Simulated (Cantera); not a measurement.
Charge: 1 mol CsCl, 0.023 mol HCl, 84 mol N2, a varied amount of H2O, equilibrated at 1800 °C and 3.20e-6 bar.

Equilibrium computed with Cantera from the NASA thermochemical tables; the gas is ideal and each condensed phase is pure. Candidate condensed phases: Cs, CsCl, CsOH, H2O, NH4Cl; 37 gas species. Kinetics and transport are ignored.

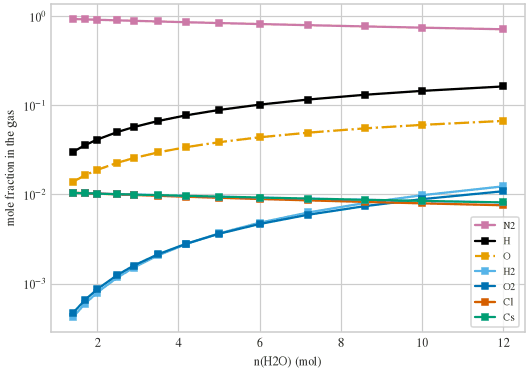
Figure. Equilibrium gas composition (values under 1e-9 drawn at 1e-9)

### Question
Read off the mole fractions at 10 mol H2O.

### Answer
N2 about 0.75, H about 0.15, O about 0.060, H2 about 0.0098, O2 about 0.0089, Cs about 0.0085, Cl about 0.0079.
